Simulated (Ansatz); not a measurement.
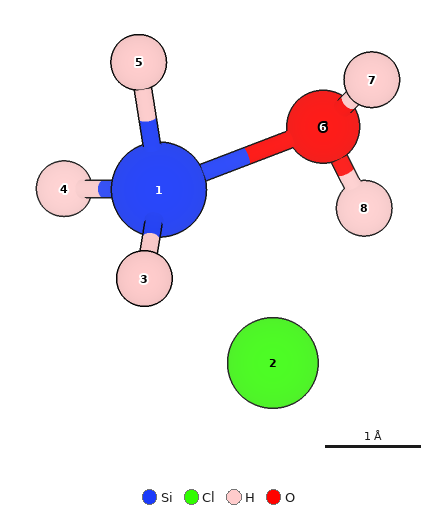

**Figure 1.** The starting structure (ball-and-stick view, seen at a tilt; atoms are numbered from 1 in the order of the input). Bond lengths as drawn: H–O 0.97 to 1.02 Å, H–Si 1.48 to 1.51 Å and O–Si 1.91 Å.

# SiH5ClO: molecular dynamics (part 1 of 3)

SiH5ClO, computed with RKS B3LYP-D4/def2-SVP (Ansatz 0.2.0).

It belongs to a series of runs on one base structure; here: dynamics from the highest image of the converged band. Figures and captions count atoms from 1; the log counts them from 0 in places.

Output:
```
Engine: ansatz 0.2.0, aarch64-unknown-linux-gnu
Functional definition: B3LYP
  parameter a0 = 0.2
  parameter ax = 0.72
  parameter ac = 0.81
  exchange = (1 - a0 - ax)*slater_x + ax*b88_x + a0*exact_x
  correlation = (1 - ac)*vwn_rpa_c + ac*lyp_c
758 factors; integrals over basis functions are off by at most 4.0e-4 eV
mean field evaluation 1: about -22519.0399 eV, gradient 3.9e1 eV
mean field evaluation 2: about -22516.5129 eV, gradient 5.6e1 eV
mean field evaluation 4: about -22521.8142 eV, gradient 1.7e0 eV
mean field evaluation 8: about -22521.8218 eV, gradient 6.1e-2 eV
mean field -22521.82181579 eV, -827.6616858910 hartree, gradient 1.4e-5 eV, S^2 0.000000; 0 other end points of the search recorded, 0 dependent functions left out
the calculation of the forces begins
reference -22521.82203916 eV, -827.6616940999 hartree; 22, 22 occupied and 53, 53 virtual orbitals, 758 factors
md step     0: t =     0.00 fs  T =   100.0 K  F+E_penalty+E_count = -22522.05027936 eV  E_kin = 0.077556 eV  conserved = -22521.97272336 eV  (24 SCF iters)
these checks for a lower state are left out or cut short: starts, cluster_reference, orbital_swaps, neighbouring_geometries, increment
758 factors; integrals over basis functions are off by at most 4.0e-4 eV
mean field evaluation 16: about -22521.8173 eV, gradient 7.3e-1 eV
mean field -22521.81887070 eV, -827.6615776612 hartree, gradient 8.9e-5 eV, S^2 0.000000; 0 other end points of the search recorded, 0 dependent functions left out
the calculation of the forces begins
reference -22521.81909367 eV, -827.6615858551 hartree; 22, 22 occupied and 53, 53 virtual orbitals, 758 factors
md step     1: t =     0.50 fs  T =    96.4 K  F+E_penalty+E_count = -22522.04738637 eV  E_kin = 0.074729 eV  conserved = -22521.97265774 eV  (23 SCF iters)
[... from here on the SCF iterations and repeated set-up lines of each step are left out, up to the last step ...]
md step     2: t =     1.00 fs  T =    86.8 K  F+E_penalty+E_count = -22522.03979402 eV  E_kin = 0.067339 eV  conserved = -22521.97245482 eV  (25 SCF iters)
md step     3: t =     1.50 fs  T =    75.4 K  F+E_penalty+E_count = -22522.03065342 eV  E_kin = 0.058440 eV  conserved = -22521.97221302 eV  (25 SCF iters)
md step     4: t =     2.00 fs  T =    66.5 K  F+E_penalty+E_count = -22522.02366959 eV  E_kin = 0.051600 eV  conserved = -22521.97206921 eV  (21 SCF iters)
md step     5: t =     2.50 fs  T =    63.1 K  F+E_penalty+E_count = -22522.02104107 eV  E_kin = 0.048937 eV  conserved = -22521.97210406 eV  (22 SCF iters)
md step     6: t =     3.00 fs  T =    64.4 K  F+E_penalty+E_count = -22522.02226230 eV  E_kin = 0.049984 eV  conserved = -22521.97227865 eV  (26 SCF iters)
md step     7: t =     3.50 fs  T =    67.3 K  F+E_penalty+E_count = -22522.02469178 eV  E_kin = 0.052222 eV  conserved = -22521.97247007 eV  (26 SCF iters)
md step     8: t =     4.00 fs  T =    68.1 K  F+E_penalty+E_count = -22522.02537992 eV  E_kin = 0.052813 eV  conserved = -22521.97256680 eV  (26 SCF iters)
md step     9: t =     4.50 fs  T =    64.8 K  F+E_penalty+E_count = -22522.02277418 eV  E_kin = 0.050241 eV  conserved = -22521.97253349 eV  (26 SCF iters)
md step    10: t =     5.00 fs  T =    57.9 K  F+E_penalty+E_count = -22522.01731351 eV  E_kin = 0.044906 eV  conserved = -22521.97240790 eV  (26 SCF iters)
md step    11: t =     5.50 fs  T =    49.8 K  F+E_penalty+E_count = -22522.01089983 eV  E_kin = 0.038640 eV  conserved = -22521.97225957 eV  (26 SCF iters)
md step    12: t =     6.00 fs  T =    43.4 K  F+E_penalty+E_count = -22522.00583280 eV  E_kin = 0.033681 eV  conserved = -22521.97215221 eV  (22 SCF iters)
md step    13: t =     6.50 fs  T =    40.8 K  F+E_penalty+E_count = -22522.00379465 eV  E_kin = 0.031669 eV  conserved = -22521.97212547 eV  (22 SCF iters)
md step    14: t =     7.00 fs  T =    42.6 K  F+E_penalty+E_count = -22522.00520439 eV  E_kin = 0.033015 eV  conserved = -22521.97218978 eV  (22 SCF iters)
md step    15: t =     7.50 fs  T =    47.3 K  F+E_penalty+E_count = -22522.00904345 eV  E_kin = 0.036716 eV  conserved = -22521.97232748 eV  (22 SCF iters)
md step    16: t =     8.00 fs  T =    52.4 K  F+E_penalty+E_count = -22522.01315410 eV  E_kin = 0.040662 eV  conserved = -22521.97249171 eV  (26 SCF iters)
md step    17: t =     8.50 fs  T =    54.6 K  F+E_penalty+E_count = -22522.01498953 eV  E_kin = 0.042374 eV  conserved = -22521.97261572 eV  (26 SCF iters)
md step    18: t =     9.00 fs  T =    51.6 K  F+E_penalty+E_count = -22522.01268253 eV  E_kin = 0.040052 eV  conserved = -22521.97263032 eV  (26 SCF iters)
md step    19: t =     9.50 fs  T =    43.3 K  F+E_penalty+E_count = -22522.00610392 eV  E_kin = 0.033602 eV  conserved = -22521.97250204 eV  (25 SCF iters)
md step    20: t =    10.00 fs  T =    32.3 K  F+E_penalty+E_count = -22521.99732294 eV  E_kin = 0.025050 eV  conserved = -22521.97227280 eV  (26 SCF iters)
md step    21: t =    10.50 fs  T =    23.0 K  F+E_penalty+E_count = -22521.98991048 eV  E_kin = 0.017851 eV  conserved = -22521.97205961 eV  (22 SCF iters)
md step    22: t =    11.00 fs  T =    19.5 K  F+E_penalty+E_count = -22521.98713941 eV  E_kin = 0.015150 eV  conserved = -22521.97198930 eV  (21 SCF iters)
md step    23: t =    11.50 fs  T =    23.2 K  F+E_penalty+E_count = -22521.99008686 eV  E_kin = 0.017983 eV  conserved = -22521.97210365 eV  (22 SCF iters)
md step    24: t =    12.00 fs  T =    31.8 K  F+E_penalty+E_count = -22521.99700818 eV  E_kin = 0.024681 eV  conserved = -22521.97232715 eV  (22 SCF iters)
md step    25: t =    12.50 fs  T =    41.2 K  F+E_penalty+E_count = -22522.00446227 eV  E_kin = 0.031935 eV  conserved = -22521.97252706 eV  (26 SCF iters)
md step    26: t =    13.00 fs  T =    47.3 K  F+E_penalty+E_count = -22522.00930804 eV  E_kin = 0.036701 eV  conserved = -22521.97260727 eV  (26 SCF iters)
md step    27: t =    13.50 fs  T =    48.5 K  F+E_penalty+E_count = -22522.01019587 eV  E_kin = 0.037642 eV  conserved = -22521.97255425 eV  (26 SCF iters)
md step    28: t =    14.00 fs  T =    45.7 K  F+E_penalty+E_count = -22522.00784213 eV  E_kin = 0.035424 eV  conserved = -22521.97241804 eV  (26 SCF iters)
md step    29: t =    14.50 fs  T =    41.3 K  F+E_penalty+E_count = -22522.00430284 eV  E_kin = 0.032033 eV  conserved = -22521.97227009 eV  (22 SCF iters)
md step    30: t =    15.00 fs  T =    38.3 K  F+E_penalty+E_count = -22522.00186789 eV  E_kin = 0.029697 eV  conserved = -22521.97217048 eV  (22 SCF iters)
md step    31: t =    15.50 fs  T =    38.6 K  F+E_penalty+E_count = -22522.00209712 eV  E_kin = 0.029943 eV  conserved = -22521.97215392 eV  (21 SCF iters)
md step    32: t =    16.00 fs  T =    42.6 K  F+E_penalty+E_count = -22522.00525406 eV  E_kin = 0.033028 eV  conserved = -22521.97222574 eV  (21 SCF iters)
md step    33: t =    16.50 fs  T =    48.8 K  F+E_penalty+E_count = -22522.01021513 eV  E_kin = 0.037853 eV  conserved = -22521.97236200 eV  (22 SCF iters)
md step    34: t =    17.00 fs  T =    54.6 K  F+E_penalty+E_count = -22522.01486027 eV  E_kin = 0.042348 eV  conserved = -22521.97251243 eV  (26 SCF iters)
md step    35: t =    17.50 fs  T =    57.1 K  F+E_penalty+E_count = -22522.01689721 eV  E_kin = 0.044290 eV  conserved = -22521.97260714 eV  (26 SCF iters)
md step    36: t =    18.00 fs  T =    54.6 K  F+E_penalty+E_count = -22522.01495532 eV  E_kin = 0.042372 eV  conserved = -22521.97258329 eV  (26 SCF iters)
md step    37: t =    18.50 fs  T =    47.8 K  F+E_penalty+E_count = -22522.00952770 eV  E_kin = 0.037102 eV  conserved = -22521.97242579 eV  (26 SCF iters)
md step    38: t =    19.00 fs  T =    39.9 K  F+E_penalty+E_count = -22522.00314094 eV  E_kin = 0.030941 eV  conserved = -22521.97219997 eV  (22 SCF iters)
md step    39: t =    19.50 fs  T =    35.2 K  F+E_penalty+E_count = -22521.99930439 eV  E_kin = 0.027271 eV  conserved = -22521.97203387 eV  (22 SCF iters)
md step    40: t =    20.00 fs  T =    36.8 K  F+E_penalty+E_count = -22522.00056063 eV  E_kin = 0.028524 eV  conserved = -22521.97203684 eV  (21 SCF iters)
md step    41: t =    20.50 fs  T =    44.7 K  F+E_penalty+E_count = -22522.00685712 eV  E_kin = 0.034644 eV  conserved = -22521.97221342 eV  (24 SCF iters)
md step    42: t =    21.00 fs  T =    55.5 K  F+E_penalty+E_count = -22522.01548095 eV  E_kin = 0.043023 eV  conserved = -22521.97245840 eV  (26 SCF iters)
md step    43: t =    21.50 fs  T =    64.5 K  F+E_penalty+E_count = -22522.02263152 eV  E_kin = 0.049994 eV  conserved = -22521.97263716 eV  (24 SCF iters)
md step    44: t =    22.00 fs  T =    68.1 K  F+E_penalty+E_count = -22522.02546228 eV  E_kin = 0.052789 eV  conserved = -22521.97267366 eV  (24 SCF iters)
md step    45: t =    22.50 fs  T =    65.4 K  F+E_penalty+E_count = -22522.02329133 eV  E_kin = 0.050716 eV  conserved = -22521.97257577 eV  (24 SCF iters)
md step    46: t =    23.00 fs  T =    58.2 K  F+E_penalty+E_count = -22522.01754342 eV  E_kin = 0.045137 eV  conserved = -22521.97240662 eV  (24 SCF iters)
md step    47: t =    23.50 fs  T =    49.7 K  F+E_penalty+E_count = -22522.01081141 eV  E_kin = 0.038571 eV  conserved = -22521.97224023 eV  (22 SCF iters)
md step    48: t =    24.00 fs  T =    43.3 K  F+E_penalty+E_count = -22522.00568405 eV  E_kin = 0.033548 eV  conserved = -22521.97213592 eV  (22 SCF iters)
md step    49: t =    24.50 fs  T =    40.8 K  F+E_penalty+E_count = -22522.00379243 eV  E_kin = 0.031667 eV  conserved = -22521.97212573 eV  (22 SCF iters)
md step    50: t =    25.00 fs  T =    42.7 K  F+E_penalty+E_count = -22522.00529214 eV  E_kin = 0.033082 eV  conserved = -22521.97221052 eV  (22 SCF iters)
md step    51: t =    25.50 fs  T =    47.1 K  F+E_penalty+E_count = -22522.00885260 eV  E_kin = 0.036494 eV  conserved = -22521.97235907 eV  (22 SCF iters)
md step    52: t =    26.00 fs  T =    51.1 K  F+E_penalty+E_count = -22522.01216945 eV  E_kin = 0.039659 eV  conserved = -22521.97251073 eV  (24 SCF iters)
md step    53: t =    26.50 fs  T =    52.0 K  F+E_penalty+E_count = -22522.01293954 eV  E_kin = 0.040351 eV  conserved = -22521.97258875 eV  (24 SCF iters)
md step    54: t =    27.00 fs  T =    48.4 K  F+E_penalty+E_count = -22522.01004869 eV  E_kin = 0.037513 eV  conserved = -22521.97253532 eV  (24 SCF iters)
md step    55: t =    27.50 fs  T =    41.3 K  F+E_penalty+E_count = -22522.00442486 eV  E_kin = 0.032069 eV  conserved = -22521.97235632 eV  (23 SCF iters)
md step    56: t =    28.00 fs  T =    34.5 K  F+E_penalty+E_count = -22521.99888139 eV  E_kin = 0.026737 eV  conserved = -22521.97214446 eV  (22 SCF iters)
md step    57: t =    28.50 fs  T =    31.8 K  F+E_penalty+E_count = -22521.99667073 eV  E_kin = 0.024635 eV  conserved = -22521.97203524 eV  (22 SCF iters)
md step    58: t =    29.00 fs  T =    35.3 K  F+E_penalty+E_count = -22521.99944843 eV  E_kin = 0.027339 eV  conserved = -22521.97210904 eV  (22 SCF iters)
md step    59: t =    29.50 fs  T =    43.5 K  F+E_penalty+E_count = -22522.00608752 eV  E_kin = 0.033765 eV  conserved = -22521.97232291 eV  (22 SCF iters)
md step    60: t =    30.00 fs  T =    52.6 K  F+E_penalty+E_count = -22522.01331036 eV  E_kin = 0.040764 eV  conserved = -22521.97254617 eV  (24 SCF iters)
md step    61: t =    30.50 fs  T =    58.0 K  F+E_penalty+E_count = -22522.01764503 eV  E_kin = 0.044986 eV  conserved = -22521.97265859 eV  (24 SCF iters)
md step    62: t =    31.00 fs  T =    57.6 K  F+E_penalty+E_count = -22522.01726925 eV  E_kin = 0.044649 eV  conserved = -22521.97262059 eV  (25 SCF iters)
md step    63: t =    31.50 fs  T =    51.8 K  F+E_penalty+E_count = -22522.01267481 eV  E_kin = 0.040203 eV  conserved = -22521.97247196 eV  (23 SCF iters)
md step    64: t =    32.00 fs  T =    43.6 K  F+E_penalty+E_count = -22522.00610997 eV  E_kin = 0.033821 eV  conserved = -22521.97228928 eV  (24 SCF iters)
md step    65: t =    32.50 fs  T =    36.4 K  F+E_penalty+E_count = -22522.00040704 eV  E_kin = 0.028262 eV  conserved = -22521.97214483 eV  (22 SCF iters)
md step    66: t =    33.00 fs  T =    33.2 K  F+E_penalty+E_count = -22521.99782820 eV  E_kin = 0.025741 eV  conserved = -22521.97208720 eV  (22 SCF iters)
md step    67: t =    33.50 fs  T =    35.0 K  F+E_penalty+E_count = -22521.99928427 eV  E_kin = 0.027151 eV  conserved = -22521.97213283 eV  (22 SCF iters)
md step    68: t =    34.00 fs  T =    41.0 K  F+E_penalty+E_count = -22522.00406220 eV  E_kin = 0.031796 eV  conserved = -22521.97226584 eV  (22 SCF iters)
md step    69: t =    34.50 fs  T =    48.5 K  F+E_penalty+E_count = -22522.01008477 eV  E_kin = 0.037646 eV  conserved = -22521.97243917 eV  (24 SCF iters)
md step    70: t =    35.00 fs  T =    54.3 K  F+E_penalty+E_count = -22522.01468065 eV  E_kin = 0.042101 eV  conserved = -22521.97258010 eV  (23 SCF iters)
md step    71: t =    35.50 fs  T =    55.6 K  F+E_penalty+E_count = -22522.01573556 eV  E_kin = 0.043122 eV  conserved = -22521.97261325 eV  (24 SCF iters)
md step    72: t =    36.00 fs  T =    52.0 K  F+E_penalty+E_count = -22522.01284369 eV  E_kin = 0.040342 eV  conserved = -22521.97250203 eV  (24 SCF iters)
md step    73: t =    36.50 fs  T =    45.8 K  F+E_penalty+E_count = -22522.00781309 eV  E_kin = 0.035522 eV  conserved = -22521.97229068 eV  (23 SCF iters)
md step    74: t =    37.00 fs  T =    41.0 K  F+E_penalty+E_count = -22522.00392935 eV  E_kin = 0.031828 eV  conserved = -22521.97210180 eV  (22 SCF iters)
md step    75: t =    37.50 fs  T =    41.3 K  F+E_penalty+E_count = -22522.00407985 eV  E_kin = 0.032018 eV  conserved = -22521.97206152 eV  (21 SCF iters)
md step    76: t =    38.00 fs  T =    47.3 K  F+E_penalty+E_count = -22522.00887095 eV  E_kin = 0.036670 eV  conserved = -22521.97220104 eV  (22 SCF iters)
md step    77: t =    38.50 fs  T =    56.4 K  F+E_penalty+E_count = -22522.01616753 eV  E_kin = 0.043738 eV  conserved = -22521.97242950 eV  (22 SCF iters)
md step    78: t =    39.00 fs  T =    64.3 K  F+E_penalty+E_count = -22522.02244034 eV  E_kin = 0.049832 eV  conserved = -22521.97260806 eV  (24 SCF iters)
md step    79: t =    39.50 fs  T =    67.3 K  F+E_penalty+E_count = -22522.02486142 eV  E_kin = 0.052213 eV  conserved = -22521.97264803 eV  (24 SCF iters)
md step    80: t =    40.00 fs  T =    64.7 K  F+E_penalty+E_count = -22522.02270131 eV  E_kin = 0.050153 eV  conserved = -22521.97254840 eV  (24 SCF iters)
md step    81: t =    40.50 fs  T =    58.1 K  F+E_penalty+E_count = -22522.01740113 eV  E_kin = 0.045029 eV  conserved = -22521.97237255 eV  (24 SCF iters)
md step    82: t =    41.00 fs  T =    50.9 K  F+E_penalty+E_count = -22522.01164144 eV  E_kin = 0.039442 eV  conserved = -22521.97219978 eV  (22 SCF iters)
md step    83: t =    41.50 fs  T =    46.4 K  F+E_penalty+E_count = -22522.00810667 eV  E_kin = 0.036014 eV  conserved = -22521.97209304 eV  (22 SCF iters)
md step    84: t =    42.00 fs  T =    46.9 K  F+E_penalty+E_count = -22522.00847161 eV  E_kin = 0.036386 eV  conserved = -22521.97208586 eV  (25 SCF iters)
md step    85: t =    42.50 fs  T =    52.4 K  F+E_penalty+E_count = -22522.01285091 eV  E_kin = 0.040671 eV  conserved = -22521.97217950 eV  (22 SCF iters)
md step    86: t =    43.00 fs  T =    61.2 K  F+E_penalty+E_count = -22522.01977451 eV  E_kin = 0.047431 eV  conserved = -22521.97234369 eV  (22 SCF iters)
md step    87: t =    43.50 fs  T =    69.8 K  F+E_penalty+E_count = -22522.02668337 eV  E_kin = 0.054165 eV  conserved = -22521.97251874 eV  (24 SCF iters)
md step    88: t =    44.00 fs  T =    75.1 K  F+E_penalty+E_count = -22522.03088860 eV  E_kin = 0.058260 eV  conserved = -22521.97262824 eV  (24 SCF iters)
md step    89: t =    44.50 fs  T =    75.0 K  F+E_penalty+E_count = -22522.03077471 eV  E_kin = 0.058168 eV  conserved = -22521.97260662 eV  (23 SCF iters)
md step    90: t =    45.00 fs  T =    70.0 K  F+E_penalty+E_count = -22522.02677054 eV  E_kin = 0.054325 eV  conserved = -22521.97244569 eV  (24 SCF iters)
md step    91: t =    45.50 fs  T =    63.4 K  F+E_penalty+E_count = -22522.02141235 eV  E_kin = 0.049188 eV  conserved = -22521.97222396 eV  (24 SCF iters)
md step    92: t =    46.00 fs  T =    59.4 K  F+E_penalty+E_count = -22522.01810953 eV  E_kin = 0.046033 eV  conserved = -22521.97207607 eV  (22 SCF iters)
md step    93: t =    46.50 fs  T =    60.6 K  F+E_penalty+E_count = -22522.01911197 eV  E_kin = 0.047011 eV  conserved = -22521.97210133 eV  (22 SCF iters)
md step    94: t =    47.00 fs  T =    66.7 K  F+E_penalty+E_count = -22522.02403871 eV  E_kin = 0.051755 eV  conserved = -22521.97228345 eV  (22 SCF iters)
md step    95: t =    47.50 fs  T =    74.3 K  F+E_penalty+E_count = -22522.03011915 eV  E_kin = 0.057615 eV  conserved = -22521.97250417 eV  (24 SCF iters)
md step    96: t =    48.00 fs  T =    79.1 K  F+E_penalty+E_count = -22522.03395231 eV  E_kin = 0.061316 eV  conserved = -22521.97263591 eV  (24 SCF iters)
md step    97: t =    48.50 fs  T =    78.4 K  F+E_penalty+E_count = -22522.03344489 eV  E_kin = 0.060823 eV  conserved = -22521.97262193 eV  (24 SCF iters)
md step    98: t =    49.00 fs  T =    72.5 K  F+E_penalty+E_count = -22522.02872184 eV  E_kin = 0.056232 eV  conserved = -22521.97248989 eV  (24 SCF iters)
md step    99: t =    49.50 fs  T =    63.8 K  F+E_penalty+E_count = -22522.02177061 eV  E_kin = 0.049459 eV  conserved = -22521.97231112 eV  (24 SCF iters)
md step   100: t =    50.00 fs  T =    55.7 K  F+E_penalty+E_count = -22522.01535564 eV  E_kin = 0.043196 eV  conserved = -22521.97215970 eV  (22 SCF iters)
md step   101: t =    50.50 fs  T =    51.3 K  F+E_penalty+E_count = -22522.01184939 eV  E_kin = 0.039762 eV  conserved = -22521.97208719 eV  (22 SCF iters)
md step   102: t =    51.00 fs  T =    51.9 K  F+E_penalty+E_count = -22522.01239292 eV  E_kin = 0.040278 eV  conserved = -22521.97211539 eV  (21 SCF iters)
md step   103: t =    51.50 fs  T =    57.1 K  F+E_penalty+E_count = -22522.01654041 eV  E_kin = 0.044306 eV  conserved = -22521.97223475 eV  (22 SCF iters)
md step   104: t =    52.00 fs  T =    64.5 K  F+E_penalty+E_count = -22522.02242021 eV  E_kin = 0.050016 eV  conserved = -22521.97240449 eV  (24 SCF iters)
md step   105: t =    52.50 fs  T =    70.7 K  F+E_penalty+E_count = -22522.02739828 eV  E_kin = 0.054840 eV  conserved = -22521.97255822 eV  (24 SCF iters)
md step   106: t =    53.00 fs  T =    72.9 K  F+E_penalty+E_count = -22522.02914265 eV  E_kin = 0.056522 eV  conserved = -22521.97262034 eV  (25 SCF iters)
md step   107: t =    53.50 fs  T =    69.9 K  F+E_penalty+E_count = -22522.02678872 eV  E_kin = 0.054246 eV  conserved = -22521.97254267 eV  (24 SCF iters)
md step   108: t =    54.00 fs  T =    63.5 K  F+E_penalty+E_count = -22522.02163094 eV  E_kin = 0.049283 eV  conserved = -22521.97234818 eV  (24 SCF iters)
md step   109: t =    54.50 fs  T =    57.5 K  F+E_penalty+E_count = -22522.01671029 eV  E_kin = 0.044568 eV  conserved = -22521.97214266 eV  (24 SCF iters)
md step   110: t =    55.00 fs  T =    55.6 K  F+E_penalty+E_count = -22522.01518292 eV  E_kin = 0.043126 eV  conserved = -22521.97205696 eV  (22 SCF iters)
md step   111: t =    55.50 fs  T =    59.6 K  F+E_penalty+E_count = -22522.01834625 eV  E_kin = 0.046194 eV  conserved = -22521.97215205 eV  (21 SCF iters)
md step   112: t =    56.00 fs  T =    67.5 K  F+E_penalty+E_count = -22522.02474052 eV  E_kin = 0.052374 eV  conserved = -22521.97236682 eV  (24 SCF iters)
md step   113: t =    56.50 fs  T =    75.4 K  F+E_penalty+E_count = -22522.03105556 eV  E_kin = 0.058487 eV  conserved = -22521.97256834 eV  (23 SCF iters)
```
